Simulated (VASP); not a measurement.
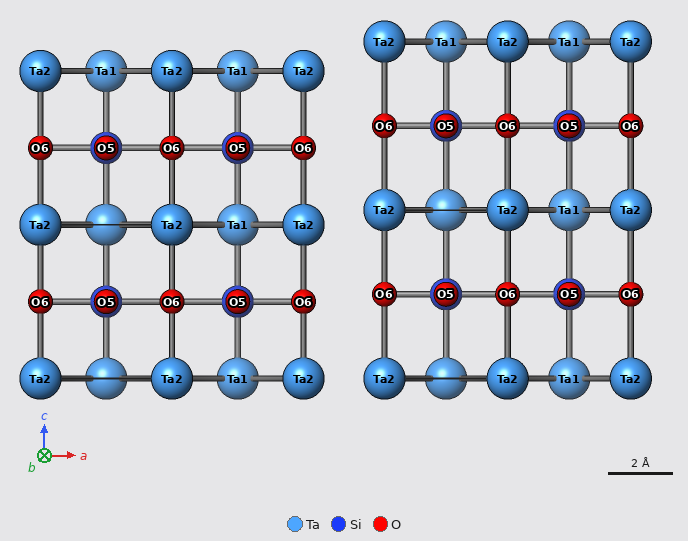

Two geometries of solid Ta2SiO3 (a generated structure, set up in P4/mmm), drawn at one scale. One is the start of a relaxation, the other its converged end. Style: ball-and-stick. Shown: the cell of the calculation, repeated 2 × 1 × 2 with one cell outlined, along the b axis.

All numbers below come from Kohn-Sham DFT of a periodic cell, PBE, VASP PAW PBE potentials, recommended in VASP. (plane-wave cutoff 520 eV; k-point mesh 4 × 4 × 3; occupations gaussian; smearing width 0.15 eV; no spin polarisation)

Which of the two is the end point?

The right one is the relaxed one. The run lets cell and atoms move. The atoms keep their places relative to the cell (all moves are under 0.005 Å). The volume changes by −3.9 %, with a = b 4.118 → 3.857 Å (−6.3 %), c 4.815 → 5.276 Å (+9.6 %). Some distances before and after: Si–Ta 2.407 → 2.638 Å, O–Ta 2.407 → 2.638 Å, Ta–Ta 2.912 → 2.728 Å, O–Si 2.059 → 1.929 Å. The space group stays P4/mmm (No. 123). Over 4 geometry steps the energy falls by 0.408 eV per cell of the calculation. All forces vanish by symmetry, so only the cell relaxes. The pressure goes from −3.79 to −0.18 GPa. It ran on 2 threads of Intel(R) Xeon(R) Platinum 8488C (Sapphire Rapids) (shared host).
